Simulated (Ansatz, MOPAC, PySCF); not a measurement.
BCl3 (SMILES ClB(Cl)Cl) and C2H6O (SMILES COC) are pulled apart as rigid monomers along the line of their centres of mass, from the B3LYP-D3(BJ)/def2-TZVP minimum. Starting geometry (charge 0, multiplicity 1):
| atom | x (Å) | y (Å) | z (Å) |
|---|---|---|---|
| Cl | 0.6805 | -1.5124 | 0.8971 |
| B | -0.1045 | 0.0906 | 1.3321 |
| Cl | 0.8459 | 1.5414 | 0.7679 |
| Cl | -1.8636 | 0.1896 | 0.8607 |
| C | -0.9188 | -0.8073 | 3.6673 |
| O | -0.0792 | 0.1516 | 2.9617 |
| C | 1.2284 | 0.2653 | 3.5940 |
| H | -0.9837 | -0.4744 | 4.6998 |
| H | -0.4693 | -1.7961 | 3.5942 |
| H | -1.8899 | -0.7875 | 3.1904 |
| H | 1.0576 | 0.5439 | 4.6305 |
| H | 1.7678 | 1.0408 | 3.0664 |
| H | 1.7455 | -0.6897 | 3.5174 |

Interaction energies with rigid monomers; basis-set methods are counterpoise corrected unless marked otherwise.

Frozen-core correlation. Rows in 6-31G* carry no dispersion term and start afresh at each structure (6-31G* with six Cartesian d functions). MP2/6-31G* freezes PySCF's default core. The state that PM7 reach isn't checked; PM7 holds dispersion and hydrogen-bond terms.

Run with Ansatz (Gaussian orbitals); MOPAC for PM7 (differences of heats of formation); PySCF for 6-31G* rows. Each number belongs to the level named beside it.

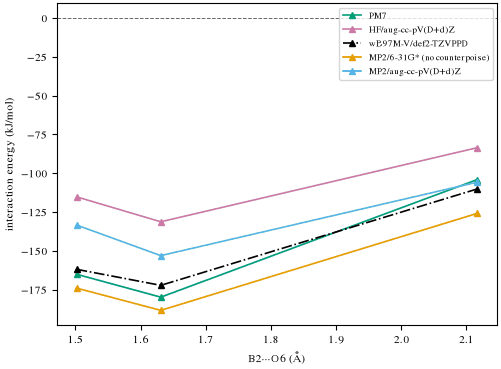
Figure: Interaction energy against separation

Problem. Which level binds most strongly at B2···O6 = 1.63, and by how much?

Solution. MP2/6-31G* (no counterpoise), -188 kJ/mol.

Ansatz is a first-principles code.
